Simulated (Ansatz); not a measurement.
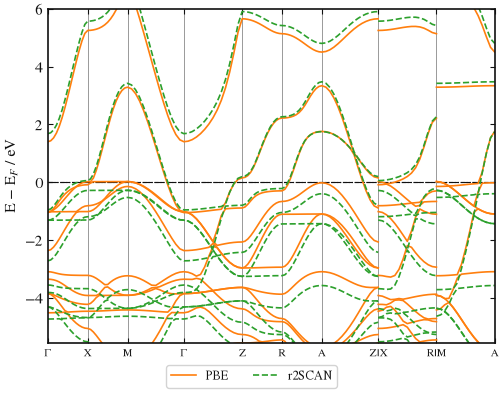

Band structures of PtF2, space group P4/mmm (No. 123), 3 atoms in the cell, by two methods on the same cell. Each is counted from its own Fermi level.

Q: How do the methods compare?

A: Both give a metal. The 5 bands that come within 1 eV of the Fermi level differ by 0.26 eV on average and by 0.48 eV at most (between M and Γ).

Settings. PBE: DFT PBE, scalar-relativistic, plane waves, PAW, no spin polarisation, 12×12×16 k mesh, 420 eV cutoff (Ansatz 0.2.0). r2SCAN: DFT r2SCAN, scalar-relativistic, plane waves, PAW, no spin polarisation, 12×12×16 k mesh, 500 eV cutoff (Ansatz 0.2.0).

The structure is an invented one, so it need not be a known or stable phase. Spin-orbit coupling is left out, which matters for Pt.
